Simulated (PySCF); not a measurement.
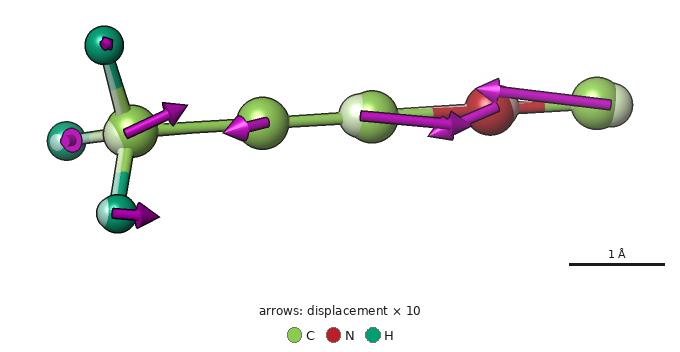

This is a relaxation of C4H3N. The starting structure is drawn faded, the final one solid; purple arrows show the displacements, 10 times their true length. The two geometries are superimposed by the best rigid fit.

Style: ball-and-stick. Shown at a tilt.

The start comes from MMFF94s. Its atoms were then displaced at random by about 0.03 Å.

The calculation used PBE0-D3(BJ)/def2-SVP geometry optimisation, gas phase (PySCF). 

### Which element moves most?

Carbon: up to 0.15 Å, against 0.09 Å for nitrogen.

### Describe the change and its energy.

A C atom moves most after the best rigid fit: 0.15 Å. By element the largest moves are C 0.15 Å, N 0.09 Å, H 0.05 Å. Some distances before and after: C–N 1.509 → 1.309 Å, C–C 1.040 → 1.213 Å, C–C 1.574 → 1.450 Å, C–N 1.248 → 1.183 Å. Bond angles that change, for instance: C–C–H 106.7° → 111.0°, H–C–H 111.1° → 107.9°, C–N–C 177.2° → 179.9°. After 6 geometry steps the energy has fallen by 79.4 kcal/mol.
